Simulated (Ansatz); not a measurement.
# Run report: CH$_{7}$Al$_{2}$B, single-point calculation

CH$_{7}$Al$_{2}$B, computed with RKS wB97M-V/x2c-TZVPPall (Ansatz 0.2.0).

Some settings of this run were made unusual or wrong on purpose. The geometry comes from this level: PBE0-D4/def2-TZVP.

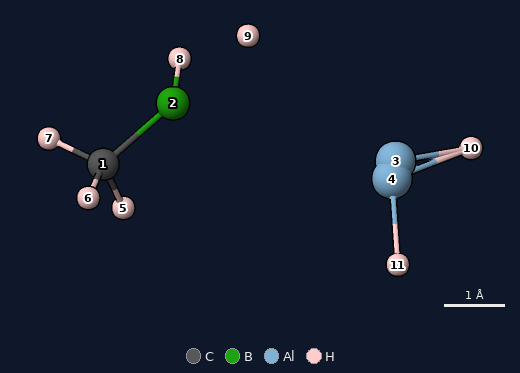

The input geometry (ball-and-stick view, seen at a tilt; atoms are numbered from 1 in the order of the input). Sticks mark near contacts. Bond lengths as drawn: Al–Al 0.31 Å, Al–H 1.44 to 1.60 Å, B–C 1.56 Å, B–H 1.21 Å and C–H 1.09 to 1.10 Å.

## Input file
```yaml
crystal:
  periodic: [false, false, false]
  atoms:
    - {symbol: C, position_ang: [-2.177163, 0.297361, -0.214198]}
    - {symbol: B, position_ang: [-0.980396, 0.315721, 0.786046]}
    - {symbol: Al, position_ang: [2.938000, -0.071864, -0.380604]}
    - {symbol: Al, position_ang: [2.888000, -0.121864, -0.680604]}
    - {symbol: H, position_ang: [-2.036341, 1.204802, -0.826459]}
    - {symbol: H, position_ang: [-2.241257, -0.545240, -0.904094]}
    - {symbol: H, position_ang: [-3.144710, 0.442882, 0.276788]}
    - {symbol: H, position_ang: [-1.055605, 1.140231, 1.665229]}
    - {symbol: H, position_ang: [0.883800, -2.205405, 1.508493]}
    - {symbol: H, position_ang: [4.041739, 0.795623, -0.065288]}
    - {symbol: H, position_ang: [3.086365, -0.547562, -2.207857]}
basis:
  gaussian: {orbitals: x2c-TZVPPall}
hamiltonian: {xc: {name: wB97M-V}, pseudopotentials: {relativity: none}}
```

Hardware: 2 threads of Intel Xeon @ 2.50GHz, 15 GiB of memory available, shared host.

Launch command:
```bash
ansatz run in.yaml --threads 2 --pin off --events-out ev --progress --plain --max-ram 4352MiB
```

## The program's output
```
Functional definition: wB97M-V
  name "wB97M-V"
  cite "Mardirossian & Head-Gordon, J. Chem. Phys. 144, 214110 (2016) doi:10.1063/1.4952647"
  cite "Becke, J. Chem. Phys. 107, 8554 (1997) doi:10.1063/1.475007"
  cite "Vydrov & Van Voorhis, J. Chem. Phys. 133, 244103 (2010) doi:10.1063/1.3521275"
  # Of w^i u^j: cxij and so on, Table III.
  parameter omega = 0.3/bohr
  parameter cx = 0.15
  parameter cx01 = 1.007
  parameter cx10 = 0.259
  parameter css00 = 0.443
  parameter css04 = -1.437
  parameter css10 = -4.535
  parameter css20 = -3.390
  parameter css43 = 4.278
  parameter cos00 = 1.000
  parameter cos10 = 1.358
  parameter cos20 = 2.924
  parameter cos21 = -8.812
  parameter cos60 = -1.390
  parameter cos61 = 9.142
  parameter b = 6.0
  parameter c = 0.01
  gx(w, u) = 1 - cx + cx01*u + cx10*w
  gss(w, u) = css00 + css04*u^4 + css10*w + css20*w^2 + css43*w^4*u^3
  gos(w, u) = cos00 + cos10*w + (cos20 + cos21*u)*w^2 + (cos60 + cos61*u)*w^6
  exchange = spin_sum(e_x_unif_sr(omega)*gx(b97_w, b97_u_x)) + cx*exact_x_sr(omega) + exact_x_lr(omega)
  correlation = spin_sum(e_c_pw_mod_same_spin*gss(b97_w, b97_u_same))
      + integral(e_c_pw_mod_opposite_spin*gos(b97_w_opposite, b97_u_opposite)) + vv10(b, c)
1297 factors; their error is unknown
352 factors; integrals over basis functions are off by at most 3.1e-5 eV
mean field evaluation 1: about -13400.8695 eV, gradient 1.0e2 eV
mean field evaluation 2: about -13142.8198 eV, gradient 2.1e2 eV
mean field evaluation 4: about -13433.0570 eV, gradient 3.9e1 eV
mean field evaluation 8: about -13442.8800 eV, gradient 4.1e-1 eV
mean field evaluation 16: about -13442.8831 eV, gradient 8.8e-3 eV
a density is far from that of the atoms, so the factors are made again for it
1457 factors; integrals over basis functions are off by at most 9.8e-4 eV
361 factors; integrals over basis functions are off by at most 2.7e-5 eV
mean field -13442.88532512 eV, -494.0169237831 hartree, gradient 2.6e-5 eV, S^2 0.000000; 0 other end points of the search recorded, 0 dependent functions left out
reference -13442.88539542 eV, -494.0169263666 hartree; 22, 22 occupied and 222, 222 virtual orbitals, 1457 factors
WARN: the results are in doubt because the basis set is contracted for relativity, which is off
Total energy: -13442.88539542 eV, -494.0169263666 hartree
In doubt: the basis set is contracted for relativity, which is off
```

## What the run reported

| quantity | value |
| --- | --- |
| outcome | converged |
| total energy | −13442.8854 eV |
| SCF solution under orbital rotations | stable |
| wall time | 27 s (CPU time 51 s) |
| peak memory | 0.73 GiB |

The input was spoiled on purpose: two atoms are placed far too close. The run converged all the same; its numbers are those of the faulty input and shouldn't be used.
